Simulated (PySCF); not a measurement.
# GeH6S2Si: geometry, electronic excitations

Aim: predict the electronic excitations of GeH6S2Si (`[SiH3][S][GeH2][SH]`).

The runs use PySCF 2.14.0, with density-fitted response routines of our own; the level of theory stands in each step. All values are computed, except where a source is named. Atoms are numbered from 0 throughout.

## Step 1: The molecule as given

10 atoms, charge 0, multiplicity 1; geometry from: GFN2-xTB. The atoms were then displaced at random by about 0.01 Å, so the start is not that level's minimum.

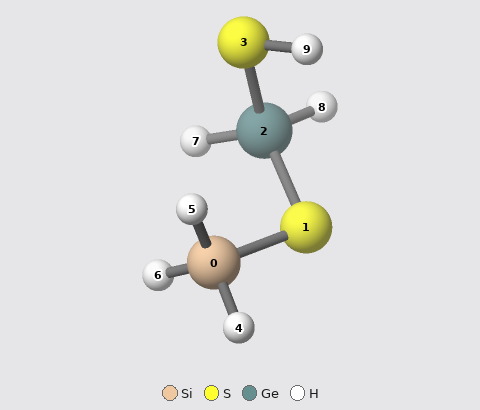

The starting geometry (silicon light orange, sulfur yellow, germanium teal, hydrogen white), atoms numbered.

## Step 2: Relaxing the molecule at PBE0-D3(BJ)/def2-SVP

What the job is given:

```
{"job": {"xc": "PBE0", "basis": "def2-SVP", "d3": "d3bj", "grid": 1, "shake": 0.01, "kind": "geom"}, "charge": 0, "multiplicity": 1}
Si    -1.788500     0.638260    -0.120540
S     -0.629770    -0.443050     1.302450
Ge     1.086030    -1.013220     0.041230
S      2.420590     0.717750    -0.484590
H     -2.956770     1.037210     0.671880
H     -1.031560     1.807610    -0.596890
H     -2.124200    -0.249030    -1.218150
H      0.700850    -1.631200    -1.269710
H      1.888140    -2.024060     0.871640
H      2.485610     1.138800     0.781620
```

Command:

```console
OMP_NUM_THREADS=1 python probes_run.py task.json out
```

This one command runs all jobs of the session in turn.

What it wrote:

```text
step   0  E = -3165.29005927  max force = 0.015951
step   1  E = -3165.29311765  max force = 0.004727
step   2  E = -3165.29339535  max force = 0.000928
step   3  E = -3165.29343473  max force = 0.000571
step   4  E = -3165.29347915  max force = 0.000653
step   5  E = -3165.29355277  max force = 0.001369
step   6  E = -3165.29371039  max force = 0.001874
step   7  E = -3165.29359206  max force = 0.002710
step   8  E = -3165.29405373  max force = 0.001527
step   9  E = -3165.29413222  max force = 0.000972
step  10  E = -3165.29419620  max force = 0.000549
step  11  E = -3165.29426599  max force = 0.000834
step  12  E = -3165.29428575  max force = 0.000536
step  13  E = -3165.29428978  max force = 0.000148
optimisation converged
```

Wall time 2.4 min (1 thread of Arm Neoverse N1, shared host); peak memory 0.5 GiB.

Relaxation path: (the energy doesn't fall at every step)

```tsv
step	energy from step 0 (eV)	largest force component (eV/Å)
0	0.0000	0.8202
1	-0.0832	0.2431
2	-0.0908	0.0477
3	-0.0919	0.0294
4	-0.0931	0.0336
5	-0.0951	0.0704
6	-0.0994	0.0964
7	-0.0961	0.1394
8	-0.1087	0.0785
9	-0.1108	0.0500
10	-0.1126	0.0282
11	-0.1145	0.0429
12	-0.1150	0.0276
13	-0.1151	0.0076
```

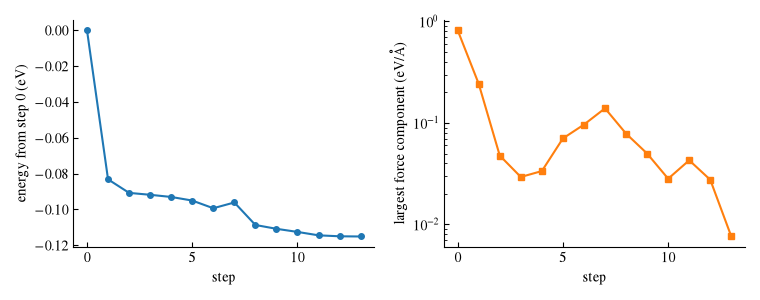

Energy and largest force along the relaxation.

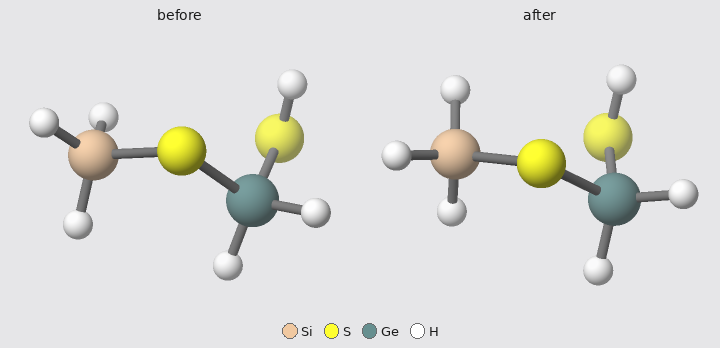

The geometry before (left) and after (right).

Distances of close pairs at the start and the end, largest changes first:

```tsv
bond	before (Å)	after (Å)	change (Å)
Si0–H6	1.451	1.493	+0.042
Ge2–H7	1.500	1.536	+0.036
Si0–S1	2.130	2.156	+0.026
Si0–H4	1.467	1.491	+0.024
S1–Ge2	2.204	2.227	+0.022
Ge2–S3	2.248	2.226	-0.022
Si0–H5	1.472	1.490	+0.018
S3–H9	1.336	1.351	+0.015
```

The end geometry stands in the next job.

```tsv
at the end point	value
point group (found at 0.08 Å tolerance)	C1
rotational constants (GHz, main isotopes)	2.800, 1.445, 1.049
dipole moment (D)	0.46
```

## Step 3: Excited states and response: PBE0/def2-TZVPD

What the job is given:

```
{"job": {"kind": "uv", "xc": "PBE0", "basis": "def2-TZVPD"}, "charge": 0, "multiplicity": 1}
Si    -1.704864     0.554974    -0.047647
S     -0.650080    -0.776973     1.280051
Ge     1.198890    -1.056870     0.071576
S      1.940551     0.904302    -0.676211
H     -3.139571     0.441250     0.343280
H     -1.261913     1.968995     0.108156
H     -1.526544     0.123888    -1.465712
H      0.921104    -1.872688    -1.199812
H      2.207552    -1.741890     1.005916
H      2.067693     1.435336     0.559896
```

Level: TDDFT PBE0/def2-TZVPD, vertical, gas phase, core orbitals frozen in the response.

What it wrote:

```text
coarse grid: 41296 points
cycle   1  E = -3165.8673988796  dE = -5.184e-01  |g| = 7.216e-01  |ddm| = 2.499e+00
cycle   2  E = -3165.8287797079  dE =  3.862e-02  |g| = 9.146e-01  |ddm| = 1.048e+00
cycle   3  E = -3165.9267159545  dE = -9.794e-02  |g| = 5.502e-02  |ddm| = 6.159e-01
cycle   4  E = -3165.9273144175  dE = -5.985e-04  |g| = 2.648e-02  |ddm| = 6.711e-02
cycle   5  E = -3165.9275427009  dE = -2.283e-04  |g| = 3.239e-03  |ddm| = 2.669e-02
cycle   6  E = -3165.9275453051  dE = -2.604e-06  |g| = 7.752e-04  |ddm| = 3.409e-03
final grid: 80688 points
cycle   7  E = -3165.9275181538  dE = -1.569e-08  |g| = 8.891e-04  |ddm| = 3.994e-03
cycle   8  E = -3165.9275180354  dE =  1.184e-07  |g| = 1.114e-03  |ddm| = 1.974e-03
cycle   9  E = -3165.9275183823  dE = -3.470e-07  |g| = 1.093e-04  |ddm| = 1.087e-03
cycle  10  E = -3165.9275183842  dE = -1.860e-09  |g| = 1.058e-05  |ddm| = 7.988e-05
cycle  11  E = -3165.9275183842  dE = -1.455e-11  |g| = 2.819e-06  |ddm| = 1.253e-05
converged SCF energy = -3165.9275183842

Static polarisability (au): isotropic 103.002, principal 85.846 104.837 118.324

Singlet excitations
state   eV       nm        f      main configurations
  1   5.3554    231.5   0.01692   H->L 0.93
  2   5.5557    223.2   0.00720   H-1->L 0.91
  3   5.7831    214.4   0.01322   H->L+1 0.86
  4   5.9353    208.9   0.03075   H->L+2 0.57, H-1->L+1 0.27
  5   6.1912    200.3   0.00895   H-1->L+2 0.35, H-1->L+1 0.27, H->L+2 0.24
  6   6.2584    198.1   0.02090   H-1->L+2 0.34, H-1->L+1 0.34, H->L+3 0.12
  7   6.4710    191.6   0.00903   H->L+3 0.70, H-1->L+2 0.14
  8   6.6912    185.3   0.01112   H->L+4 0.55, H->L+5 0.31
  9   6.7417    183.9   0.00293   H-1->L+3 0.63, H-1->L+4 0.14
 10   6.8533    180.9   0.00081   H->L+5 0.47, H->L+4 0.23, H-1->L+3 0.09

Triplet excitations (Tamm-Dancoff, eV): 4.8850 5.1572 5.4387 5.5546
```

Wall time 66 s (1 thread of Arm Neoverse N1, shared host); peak memory 0.99 GiB.

Frontier orbitals and where they lie:

```tsv
orbital	eV	atoms
HOMO−3	-9.43	Si0 25 %, H4 18 %, S1 17 %
HOMO−2	-8.81	S1 43 %, S3 20 %, Si0 12 %
HOMO−1	-7.70	S3 52 %, S1 21 %, Ge2 11 %
HOMO	-7.41	S1 52 %, S3 25 %, Si0 8 %
LUMO	-0.75	S3 29 %, S1 27 %, Ge2 22 %
LUMO+1	-0.42	Ge2 21 %, S1 20 %, Si0 18 %
LUMO+2	-0.26	S3 23 %, Ge2 19 %, Si0 18 %
```

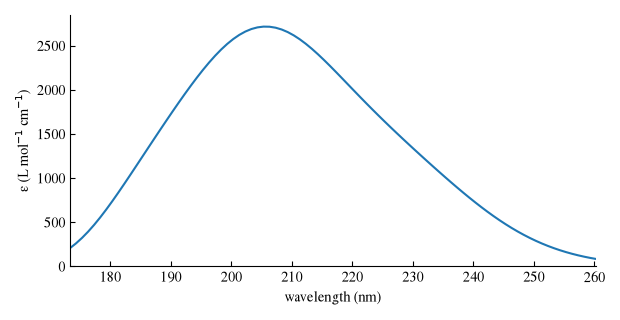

Absorption spectrum: each of the 10 states is a Gaussian band of 0.4 eV half-width at 1/e. Beyond the last state computed it falls off for lack of states.

Further results of this job:

```tsv
property	computed
dipole moment (D)	0.41
polarisability (Å³)	15.26
HOMO–LUMO gap (eV)	6.66
−ε(HOMO) (eV)	7.41
```

## Step 4: What came out

| quantity | value |
| --- | --- |
| point group | C1 |
| rotational constants (main isotopes) | 2.80, 1.44, 1.05 GHz |
| lowest singlet (PBE0/def2-TZVPD) | 5.36 eV (232 nm), f = 0.017 |
| brightest single state of those computed | state 4, 5.94 eV, f = 0.031 |
| lowest triplet | 4.88 eV |

**Reading.** Relaxing lowered the energy by 0.115 eV in 13 steps; the close pair that moved most is Si0–H6, from 1.451 to 1.493 Å. The lowest singlet, at 5.36 eV, is HOMO→LUMO 0.93 and is weak; of the 10 states computed, the strongest absorption comes from state 4 at 5.94 eV. The lowest triplet lies 0.47 eV below the lowest singlet (triplets in Tamm-Dancoff, singlets in full TDDFT).
